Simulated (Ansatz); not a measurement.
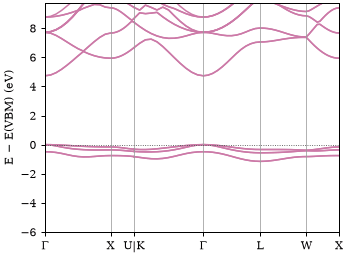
Band structure from r²SCAN with spin–orbit coupling (plane waves, PAW; program Ansatz)

### Question
Read off the gap and where the band edges lie.

### Answer
About 4.7 eV (4.73 eV by a search for the band edges); maximum at Γ, minimum at Γ.

The material is RbBr (rock salt, space group No. 225).

Space group Fm-3m (rock salt). The r²SCAN relaxation kept the symmetry of its start.

Potentials: the later of the program's two PAW sets.
